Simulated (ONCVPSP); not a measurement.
**Potentials for F that differ in a few settings**

Aim: generate and test one potential in full, then change a few of its settings and see what happens to hardness, ghosts and transferability.

The numbers are computed with ONCVPSP 4.0.1 (PBE, scalar-relativistic, spin-unpolarised reference atom).

### Step 1. Starting point

Typed settings, in words:

```json
{
  "element": "fluorine (F, Z = 9)",
  "type": "optimised norm-conserving Vanderbilt (ONCV)",
  "frozen core": "[He]",
  "valence charge": "7",
  "reference configuration": "2s2 2p5",
  "partial waves": "2s: rc 1.26 bohr, ncon 4, nbas 7, qcut 6.2 1/bohr, local; 2p: rc 1.60 bohr, ncon 3, nbas 8, qcut 7 1/bohr, 1 projector; d scattering state at 0.1 Ha: rc 1.55 bohr, ncon 5, nbas 9, qcut 5.4 1/bohr, 1 projector",
  "local potential": "the s channel",
  "core correction": "Teter function, fcfact 4.25, rcfact 1.65"
}
```

An earlier all-electron run gives the scale for the radii.

All-electron outer shells of the reference configuration (PBE, scalar-relativistic, ld1.x):

| shell | level (eV) | outermost node (bohr) | outermost maximum (bohr) |
| --- | --- | --- | --- |
| 1s | -663.37 | – | 0.11 |
| 2s | -29.90 | 0.24 | 0.76 |
| 2p | -11.11 | – | 0.71 |

### Step 2. Generation of the first potential

Contents of F.dat:

```
# ATOM AND REFERENCE CONFIGURATION
# atsym  z   nc   nv     iexc    psfile
  F 9.00    1    2        4      upf
#
#   n    l    f
    1    0    2.00
    2    0    2.00
    2    1    5.00
#
# PSEUDOPOTENTIAL AND OPTIMIZATION
# lmax
    2
#
#   l,   rc,      ep,       ncon, nbas, qcut
    0    1.26    0.00    4    7    6.20
    1    1.60    0.00    3    8    7.00
    2    1.55    0.10    5    9    5.40
#
# LOCAL POTENTIAL
# lloc, lpopt,  rc(5),   dvloc0
    0    5    1.26    0.00
#
# VANDERBILT-KLEINMAN-BYLANDER PROJECTORs
# l, nproj, debl
    0    0    1.50
    1    1    1.90
    2    1    0.50
#
# MODEL CORE CHARGE
# icmod, fcfact, rcfact
    3    4.25    1.65
#
# LOG DERIVATIVE ANALYSIS
# epsh1, epsh2, depsh
   -3.00    5.00    0.02
#
# OUTPUT GRID
# rlmax, drl
    6.00    0.01
#
# TEST CONFIGURATIONS
# ncnf
    4
# nvcnf
#   n    l    f
    2
    2    0    2.00
    2    1    4.00
#
    2
    2    0    2.00
    2    1    3.00
#
    2
    2    0    2.00
    2    1    2.00
#
    2
    2    0    1.00
    2    1    5.00
#
```

On the command line:

```console
oncvpsp.x < F.dat > F.out
```

What the program wrote to F.out (without the consistency checks and plot data):

```text
ONCVPSP  (Optimized Norm-Conservinng Vanderbilt PSeudopotential)
scalar-relativistic version 4.0.1

#   n    l    f        energy (Ha)
    1    0    2.00    -2.4378532E+01
    2    0    2.00    -1.0987895E+00
    2    1    5.00    -4.0834358E-01

Reference configufation results
  iterations    20
  all-electron total energy (Ha)   -9.97443626D+01

Begin loop to  construct optimized pseudo wave functions
and semi-local pseudopoentials for all angular momenta

Calculating optimized projector #   1

 for l=   0

    Fraction of norm inside rc  0.761925
    Optimizing pswf for qcut=   6.19 a_B^-1,  ecut=  19.13 Ha
    Residual kinetic energy error=  4.23D-04 Ha

    Energy error per electron        Cutoff
         Ha          eV             Ha
         0.01000     0.27211        6.68
         0.00100     0.02721       12.68
         0.00010     0.00272       60.82
         0.00001     0.00027       79.05

Calculating optimized projector #   1

 for l=   1

    Fraction of norm inside rc  0.820875
    Optimizing pswf for qcut=   7.00 a_B^-1,  ecut=  24.53 Ha
    Residual kinetic energy error=  9.26D-05 Ha

    Energy error per electron        Cutoff
         Ha          eV             Ha
         0.01000     0.27211       17.03
         0.00100     0.02721       20.90
         0.00010     0.00272       24.41
         0.00001     0.00027       93.85

   Wellstate for l =  2  n =  3
     eigenvalue =   0.1000
     asymptotic potential =   0.6000
     half-point radius = 21.0224

Calculating optimized projector #   1

 for l=   2

    Fraction of norm inside rc  0.000183
    Optimizing pswf for qcut=   5.40 a_B^-1,  ecut=  14.57 Ha
    Residual kinetic energy error=  4.58D-07 Ha

    Energy error per electron        Cutoff
         Ha          eV             Ha
         0.01000     0.27211        0.17
         0.00100     0.02721        0.43
         0.00010     0.00272        1.37
         0.00001     0.00027        5.78

Construct Vanderbilt / Kleinmman-Bylander projectors

Model core correction analysis
  based on d2Exc/dn_idn_j

d2excae - all-electron derivatives

   -5.476619D-02   -4.676711D-02
   -4.676877D-02   -4.516663D-02

d2excps - pseudofunction derivatives with no core correction

   -5.703942D-02   -4.672596D-02
   -4.672614D-02   -4.470137D-02

rms 2nd derivative error    1.160558E-03

rmatch, rhocmatch    0.3478   13.2733

Teter function model core charge with specified parameters

d2excps - pseudofunction derivatives with core correction

   -4.986375D-02   -4.538965D-02
   -4.538965D-02   -4.467102D-02

rms 2nd derivative error    2.649477E-03

Pseudoatom total energy  -23.375128

Diagnostic tests using Vanderbilt-Kleinman-Bylander pseudopotentials
  1 or more projectors used as specified by nproj input data

   l    rcore       rmatch      e in        delta e   norm test  slope test

   0   1.2663313   1.3047798  -1.0987895  -0.0000038   0.9999975   1.0000057

   1   1.6086685   1.6575111  -0.4083436  -0.0000730   0.9999681   0.9998689

   2   1.5519534   1.5990740   0.1000000   0.0000060   1.0000006   1.0000006

 Testing for bound ghosts
   n   l    E NL Schr. Eq   E Basis Diag.   E Cutoff

   2   1       -0.408417       -0.407269     85.94

 Testing for highly-localized positive-energy ghosts
       l    <radius>/rc     E Basis Diag.   E Cutoff

Test configuration 0

   n   l     f        eae           eps        diff
   1   0  2.0000  -24.37853201
   2   0  2.0000   -1.09878951   -1.09879335   -3.84D-06
   2   1  5.0000   -0.40834358   -0.40841663   -7.30D-05

    Total energies and differences
      AE_ref= -9.97443626D+01  AE_tst= -9.97443626D+01  dif=  0.00D+00
      PS_ref= -2.33751283D+01  PS_tst= -2.33751283D+01  dif= -1.78D-14
      PSP excitation error=  1.78D-14

Test configuration 1

   n   l     f        eae           eps        diff
   1   0  2.0000  -25.14104769
   2   0  2.0000   -1.74146106   -1.74267322   -1.21D-03
   2   1  4.0000   -1.04032161   -1.03003801    1.03D-02

    Total energies and differences
      AE_ref= -9.97443626D+01  AE_tst= -9.90317940D+01  dif=  7.13D-01
      PS_ref= -2.33751283D+01  PS_tst= -2.26661661D+01  dif=  7.09D-01
      PSP excitation error=  3.61D-03

Test configuration 2

   n   l     f        eae           eps        diff
   1   0  2.0000  -26.10145694
   2   0  2.0000   -2.49865894   -2.49074731    7.91D-03
   2   1  3.0000   -1.80083139   -1.75588626    4.49D-02

    Total energies and differences
      AE_ref= -9.97443626D+01  AE_tst= -9.76211871D+01  dif=  2.12D+00
      PS_ref= -2.33751283D+01  PS_tst= -2.12805217D+01  dif=  2.09D+00
      PSP excitation error=  2.86D-02

Test configuration 3

   n   l     f        eae           eps        diff
   1   0  2.0000  -27.24451375
   2   0  2.0000   -3.35182559   -3.31666208    3.52D-02
   2   1  2.0000   -2.67390524   -2.55717346    1.17D-01

    Total energies and differences
      AE_ref= -9.97443626D+01  AE_tst= -9.53928083D+01  dif=  4.35D+00
      PS_ref= -2.33751283D+01  PS_tst= -1.91293141D+01  dif=  4.25D+00
      PSP excitation error=  1.06D-01

Test configuration 4

   n   l     f        eae           eps        diff
   1   0  2.0000  -25.14260214
   2   0  1.0000   -1.74771231   -1.77058048   -2.29D-02
   2   1  5.0000   -1.04486635   -1.05197647   -7.11D-03

    Total energies and differences
      AE_ref= -9.97443626D+01  AE_tst= -9.83297974D+01  dif=  1.41D+00
      PS_ref= -2.33751283D+01  PS_tst= -2.19505690D+01  dif=  1.42D+00
      PSP excitation error= -9.99D-03
```

It took 1.4 s on 1 thread, shared host.

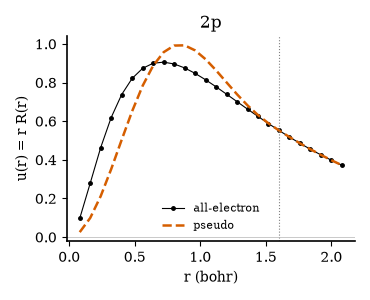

Bound waves of the atom and their pseudo partners (2p), with the matching radii dotted. The curves join 26 sampled radii.

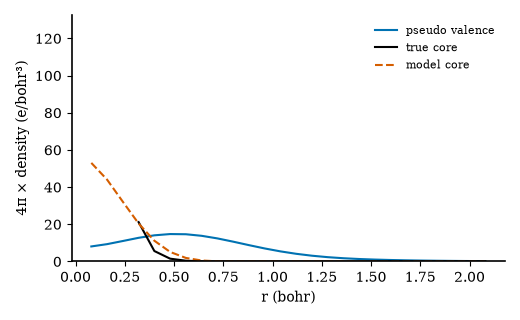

Valence density, true core and model core. The true core is left out near the nucleus, where the program caps it.

### Step 3. Transferability, from the output's test configurations

Energies count from the reference configuration 2s2 2p5; the error is all-electron less pseudo.

| valence configuration | charge | ΔE all-electron (eV) | error AE − PS (meV) |
| --- | --- | --- | --- |
| 2s2 2p4 | +1 | 19.390 | +98 |
| 2s2 2p3 | +2 | 57.775 | +778 |
| 2s2 2p2 | +3 | 118.419 | +2884 |
| 2s1 2p5 | +1 | 38.492 | -272 |

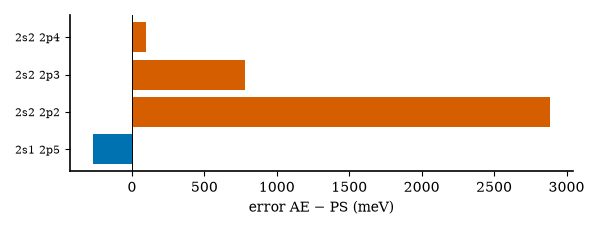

Error of the potential in each test configuration.

### Step 4. Does it scatter like the atom?

Taken from the files of the generation run. The phase is arctan(r·R′/R) of the radial function R, unwrapped, with energies in Ha. A pole is an energy at which the radial function vanishes at the test radius. The pseudo phase is shifted by a multiple of π to meet the all-electron one at the reference energy. Levels narrower than the energy grid can be missing from the poles. The last column is the largest difference on the grid between −0.5 and +0.5 Ha.

| channel | radius (bohr) | reference (Ha) | poles AE | poles PS | window around the reference with phases within 0.05 rad (Ha) | largest difference near zero (rad) |
| --- | --- | --- | --- | --- | --- | --- |
| s | 1.28 | -1.10 | 0.23 | 0.16 | below 1.3 | 0.017 |
| p | 1.63 | -0.41 | 0.05 | 0.07 | below 1.0 | 0.012 |
| d | 1.57 | 0.10 | 4.42 | 4.70 | the whole range | 0.000 |

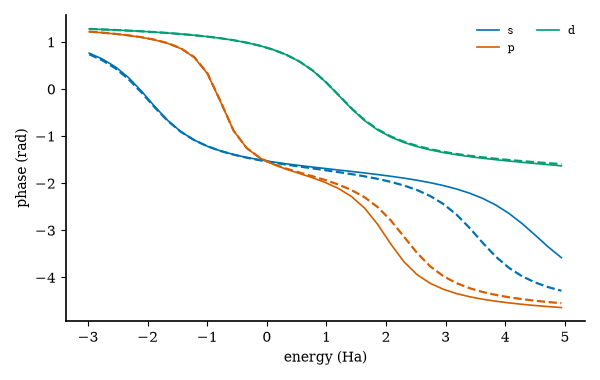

Phases by channel: all-electron solid, pseudo dashed.

### Step 5. Convergence and ghost test

From the same output: the cutoffs (Ha) at which the residual kinetic energy of the hardest occupied pseudo-wave falls to 1 and 0.1 mHa per electron are 21 Ha and 61 Ha.

The program's own ghost test: no bound ghost flagged; no localised positive-energy state flagged.

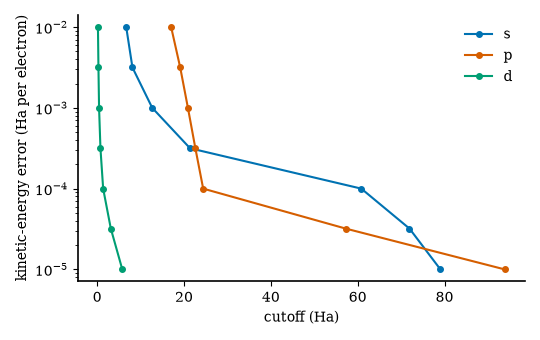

Convergence profile of the first projector's wave in each channel.

### Step 6. Now with s: rc 1.26 → 0.85 bohr; p: ncon 3 → 4, nbas 8 → 9

F.dat: that of step 2 with these lines changed.

```diff
@@ -14,4 +14,4 @@
 #   l,   rc,      ep,       ncon, nbas, qcut
-    0    1.26    0.00    4    7    6.20
-    1    1.60    0.00    3    8    7.00
+    0    0.85    0.00    4    7    6.20
+    1    1.60    0.00    4    9    7.00
     2    1.55    0.10    5    9    5.40
@@ -20,3 +20,3 @@
 # lloc, lpopt,  rc(5),   dvloc0
-    0    5    1.26    0.00
+    0    5    0.85    0.00
 #
```

On the command line:

```console
oncvpsp.x < F.dat > F.out
```

The output, F.out (without the consistency checks and plot data):

```text
ONCVPSP  (Optimized Norm-Conservinng Vanderbilt PSeudopotential)
scalar-relativistic version 4.0.1

[... all-electron levels as in step 2 ...]

Begin loop to  construct optimized pseudo wave functions
and semi-local pseudopoentials for all angular momenta

Calculating optimized projector #   1

 for l=   0

    Fraction of norm inside rc  0.430092
    Optimizing pswf for qcut=   6.19 a_B^-1,  ecut=  19.13 Ha
    Residual kinetic energy error=  2.54D-02 Ha

    Energy error per electron        Cutoff
         Ha          eV             Ha
         0.01000     0.27211       34.09
         0.00100     0.02721      145.19
         0.00010     0.00272      175.07
         0.00001     0.00027      245.78

Calculating optimized projector #   1

 for l=   1

    Fraction of norm inside rc  0.820875
    Optimizing pswf for qcut=   7.00 a_B^-1,  ecut=  24.53 Ha
    Residual kinetic energy error=  2.30D-04 Ha

    Energy error per electron        Cutoff
         Ha          eV             Ha
         0.01000     0.27211       18.06
         0.00100     0.02721       21.94
         0.00010     0.00272       41.22
         0.00001     0.00027      104.90

   Wellstate for l =  2  n =  3
     eigenvalue =   0.1000
     asymptotic potential =   0.6000
     half-point radius = 21.0224

Calculating optimized projector #   1

 for l=   2

    Fraction of norm inside rc  0.000183
    Optimizing pswf for qcut=   5.40 a_B^-1,  ecut=  14.57 Ha
    Residual kinetic energy error=  4.58D-07 Ha

    Energy error per electron        Cutoff
         Ha          eV             Ha
         0.01000     0.27211        0.17
         0.00100     0.02721        0.43
         0.00010     0.00272        1.37
         0.00001     0.00027        5.78

Construct Vanderbilt / Kleinmman-Bylander projectors

Model core correction analysis
  based on d2Exc/dn_idn_j

d2excae - all-electron derivatives

   -5.476619D-02   -4.676711D-02
   -4.676877D-02   -4.516663D-02

d2excps - pseudofunction derivatives with no core correction

   -5.492087D-02   -4.735697D-02
   -4.735828D-02   -4.484033D-02

rms 2nd derivative error    4.543855E-04

rmatch, rhocmatch    0.3499   12.8213

Teter function model core charge with specified parameters

d2excps - pseudofunction derivatives with core correction

   -4.995685D-02   -4.626876D-02
   -4.626910D-02   -4.442511D-02

rms 2nd derivative error    2.458534E-03

Pseudoatom total energy  -23.401432

Diagnostic tests using Vanderbilt-Kleinman-Bylander pseudopotentials
  1 or more projectors used as specified by nproj input data

   l    rcore       rmatch      e in        delta e   norm test  slope test

   0   0.8532584   0.8791652  -1.0987895  -0.0000270   0.9999973   1.0000508

   1   1.6086685   1.6575111  -0.4083436  -0.0000022   0.9999973   1.0000031

   2   1.5519534   1.5990740   0.1000000   0.0000060   1.0000007   1.0000007

 Testing for bound ghosts
   n   l    E NL Schr. Eq   E Basis Diag.   E Cutoff

   2   1       -0.408346       -0.406238    116.93

 Testing for highly-localized positive-energy ghosts
       l    <radius>/rc     E Basis Diag.   E Cutoff

Test configuration 0

   n   l     f        eae           eps        diff
   1   0  2.0000  -24.37853201
   2   0  2.0000   -1.09878951   -1.09881652   -2.70D-05
   2   1  5.0000   -0.40834358   -0.40834580   -2.22D-06

    Total energies and differences
      AE_ref= -9.97443626D+01  AE_tst= -9.97443626D+01  dif=  0.00D+00
      PS_ref= -2.34014323D+01  PS_tst= -2.34014323D+01  dif=  3.91D-14
      PSP excitation error= -3.91D-14

Test configuration 1

   n   l     f        eae           eps        diff
   1   0  2.0000  -25.14104769
   2   0  2.0000   -1.74146106   -1.74372439   -2.26D-03
   2   1  4.0000   -1.04032161   -1.03297467    7.35D-03

    Total energies and differences
      AE_ref= -9.97443626D+01  AE_tst= -9.90317940D+01  dif=  7.13D-01
      PS_ref= -2.34014323D+01  PS_tst= -2.26913262D+01  dif=  7.10D-01
      PSP excitation error=  2.46D-03

Test configuration 2

   n   l     f        eae           eps        diff
   1   0  2.0000  -26.10145694
   2   0  2.0000   -2.49865894   -2.49405133    4.61D-03
   2   1  3.0000   -1.80083139   -1.76552486    3.53D-02

    Total energies and differences
      AE_ref= -9.97443626D+01  AE_tst= -9.76211871D+01  dif=  2.12D+00
      PS_ref= -2.34014323D+01  PS_tst= -2.12997116D+01  dif=  2.10D+00
      PSP excitation error=  2.15D-02

Test configuration 3

   n   l     f        eae           eps        diff
   1   0  2.0000  -27.24451375
   2   0  2.0000   -3.35182559   -3.32277243    2.91D-02
   2   1  2.0000   -2.67390524   -2.57726354    9.66D-02

    Total energies and differences
      AE_ref= -9.97443626D+01  AE_tst= -9.53928083D+01  dif=  4.35D+00
      PS_ref= -2.34014323D+01  PS_tst= -1.91339459D+01  dif=  4.27D+00
      PSP excitation error=  8.41D-02

Test configuration 4

   n   l     f        eae           eps        diff
   1   0  2.0000  -25.14260214
   2   0  1.0000   -1.74771231   -1.76489182   -1.72D-02
   2   1  5.0000   -1.04486635   -1.05158215   -6.72D-03

    Total energies and differences
      AE_ref= -9.97443626D+01  AE_tst= -9.83297974D+01  dif=  1.41D+00
      PS_ref= -2.34014323D+01  PS_tst= -2.19792956D+01  dif=  1.42D+00
      PSP excitation error= -7.57D-03
```

It took 1.4 s on 1 thread, shared host.

Energies count from the reference configuration 2s2 2p5; the error is all-electron less pseudo.

```tsv
valence configuration	charge	ΔE all-electron (eV)	error AE − PS (meV)
2s2 2p4	+1	19.390	+67
2s2 2p3	+2	57.776	+585
2s2 2p2	+3	118.413	+2288
2s1 2p5	+1	38.492	-206
```

With this change the loose cutoff goes from 21 Ha to 145 Ha, the largest test error goes from +2884 to +2288 meV and there is no bound ghost.

### Step 7. All runs side by side

Cutoffs, loose and tight: the cutoffs (Ha) at which the residual kinetic energy of the hardest occupied pseudo-wave falls to 1 and 0.1 mHa per electron; empty and scattering waves don't count. The number of plane waves in a given cell goes as the cutoff to the power 3/2; it is given for the loose cutoff, relative to the first potential. Test errors are all-electron less pseudo. The phase difference is the largest within 0.5 Ha of zero, over the channels with partial waves.

```tsv
change	outcome	cutoff, loose	cutoff, tight	plane waves, relative	bound ghosts	largest test error (meV)	phase difference near zero (rad)
first potential	generated	21 Ha	61 Ha	1.00	none	+2884	0.017
s: rc 1.26 → 0.85 bohr; p: ncon 3 → 4, nbas 8 → 9	generated	145 Ha	175 Ha	18.31	none	+2288	0.014
```

What this shows: The softest is the first potential, at 21 Ha; the highest cutoff read, 145 Ha, costs 18.3 times the plane waves. Among those with the same tests, the variant "s: rc 1.26 → 0.85 bohr; p: ncon 3 → 4, nbas 8 → 9" has the smallest worst error, +2288 meV.

The first potential by itself. The worst unpolarised test, 2s2 2p2, is off by 2884 meV on 118.4 eV; by total energies transferability rates as poor. That test lies far up in energy; among those under 40 eV, nearer to bonding, the largest error is 272 meV. The potential is of middling hardness: the looser tolerance needs 21 Ha. The tighter tolerance needs 61 Ha, and converged work needs a cutoff nearer that. At the looser tolerance the 2p wave is the slowest; 2s needs 13 Ha. It is free of bound ghosts as far as tested.
